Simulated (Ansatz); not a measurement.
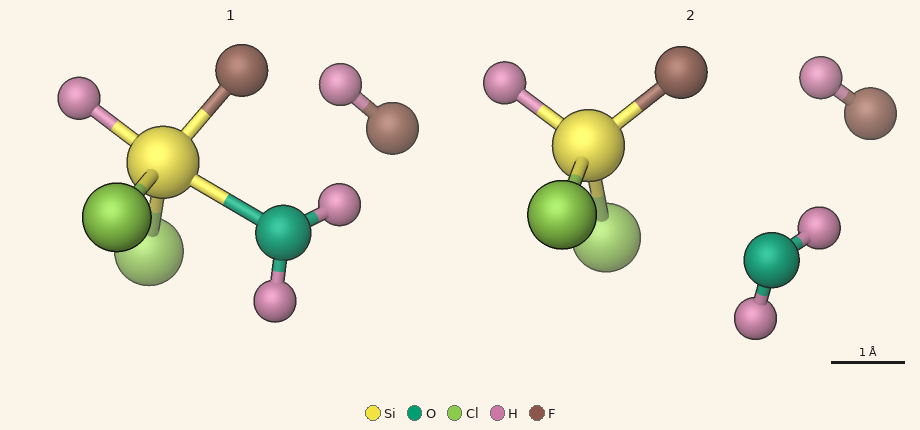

Two geometries of SiH4OCl2F2, drawn at one scale. One is the start of a relaxation, the other its converged end. Style: ball-and-stick. Shown at a tilt.

These are results of RKS LDA/6-31G* in Ansatz 0.2.0, not measurements. Set-up: no spin polarisation; force threshold 0.03 eV/Å; at most 50 steps.

Which of the two is the end point?

Answer. Structure 1 is the relaxed one. The run prepares an end point of a later path (reaction) calculation, from a guessed geometry. The atom that moves furthest after the best rigid fit is the O atom (0.60 Å). Largest moves by element: O 0.60 Å, Si 0.53 Å, H 0.52 Å, F 0.46 Å, Cl 0.23 Å. Among the contacts that change: O–Si 3.062 → 1.969 Å, F–H 0.923 → 0.985 Å, Cl–Si 2.040 → 2.096 Å, H–O 0.977 → 1.030 Å. New bonds form: O–Si (3.06 → 1.97 Å). Among the angles between lasting bonds that change: H–Si–F 105.3° → 92.8°, Cl–Si–H 108.6° → 98.3°, Cl–Si–H 107.3° → 97.2°. After 9 accepted moves (11 points after the start) the energy has fallen by 74.3 kJ/mol. Largest force component: 1.2 eV/Å at the start, 0.0085 eV/Å at the end. The line search rejected the trial steps at points 8, 10 of the run.
